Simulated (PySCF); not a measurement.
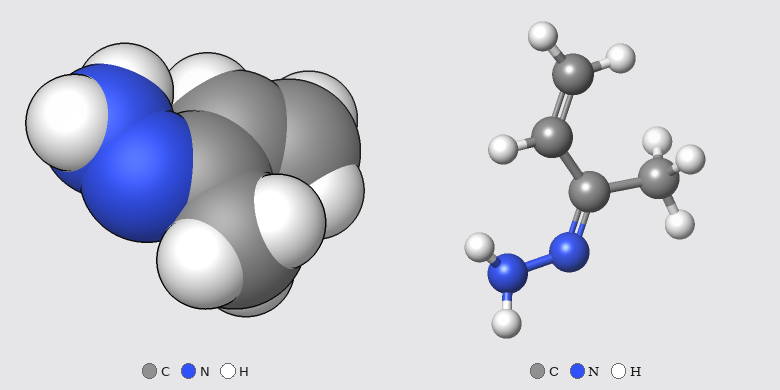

The same structure drawn twice, from different directions.

The computed structure is the end point of a GFN2-xTB optimisation. No frequency run is at hand to confirm it as a minimum.

> What is the molecular formula?

C4H8N2, 14 atoms: 4 carbon, 8 hydrogen and 2 nitrogen.

> Does it have rings?

It has no ring.

> What is its SMILES?

C=C/C(C)=N\N

More results for the same structure follow; atom numbers are the same in all pictures, views and colours differ.

### Shape

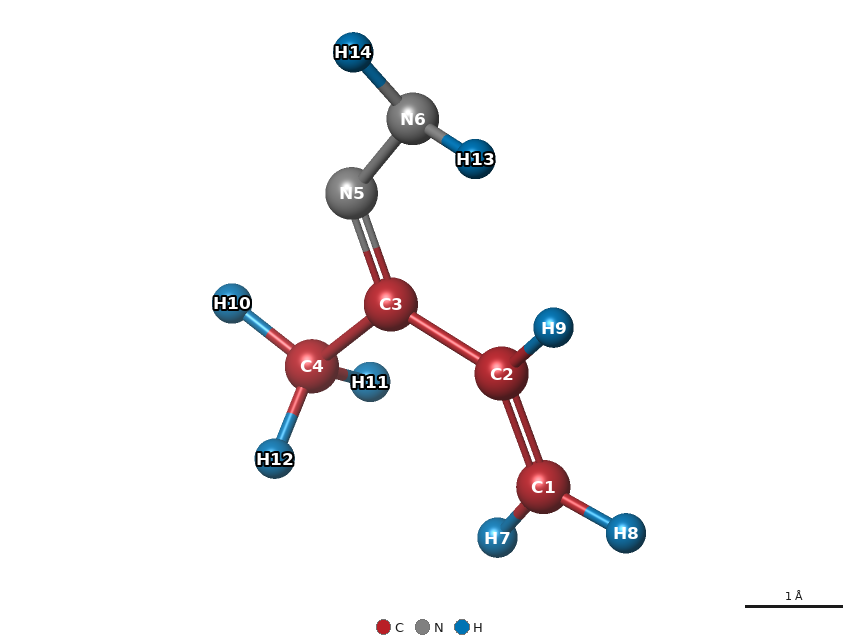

No frequency run is at hand to confirm it as a minimum.

Which atoms are bonded, and how long are the bonds?

```csv
bond,length (Å),order
C1–C2,1.330,double
C1–H7,1.076,single
C1–H8,1.077,single
C2–C3,1.456,single
C2–H9,1.084,single
C3–C4,1.501,single
C3–N5,1.281,double
C4–H10,1.086,single
C4–H11,1.089,single
C4–H12,1.088,single
N5–N6,1.343,single
N6–H13,1.016,single
N6–H14,1.009,single
```

### Core levels

No frequency run is at hand to confirm it as a minimum. Level of theory: delta-SCF UKS SCAN, pcX-2 on the ionised atom, pcseg-1 elsewhere, spin-free X2C (PySCF 2.14.0).

Give the core-electron binding energies (to vacuum) of C1 1s, C2 1s, C3 1s, C4 1s, N5 1s, N6 1s.

```csv
atom,level,binding energy (eV)
C1,1s,289.8
C2,1s,290.5
C3,1s,290.9
C4,1s,290.4
N5,1s,404.9
N6,1s,405.8
```

### Excitation

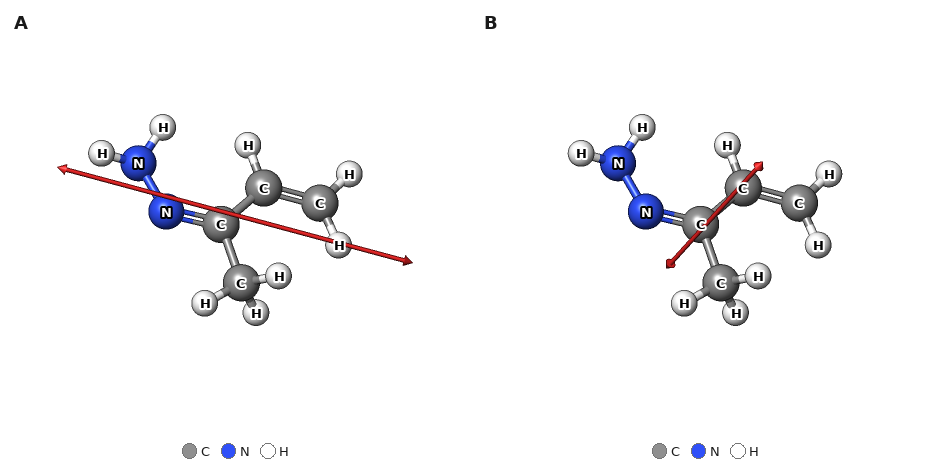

The double arrows show the directions of two transition dipoles from the ground state (lengths mean nothing). No frequency run is at hand to confirm it as a minimum. Method: TDDFT ωB97X-D/def2-SVPD, vertical, gas phase, core orbitals frozen in the response (PySCF 2.14.0).

> One belongs to singlet state 1 and one to singlet state 3. Which is which?

A: state 1, 4.95 eV (250 nm), oscillator strength 0.39, mainly HOMO → LUMO (weight 0.95).
B: state 3, 6.14 eV (202 nm), oscillator strength 0.021, mainly HOMO → LUMO+1 (weight 0.73).

### Polarisability

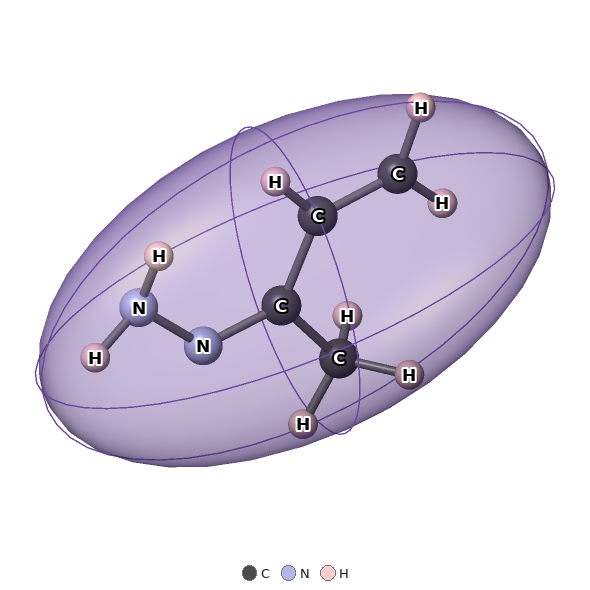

The ellipsoid shows the static dipole polarisability: its half-axes are proportional to the principal values. No frequency run is at hand to confirm it as a minimum. Computed with ωB97X-D/def2-SVPD (PySCF 2.14.0).

> How large and how anisotropic is the polarisability?

Principal values 46.2, 65.4, 105.7 bohr³; mean 72.5 bohr³ (10.74 Å³); anisotropy 52.6 bohr³, so the longest axis is 2.29 times the shortest.
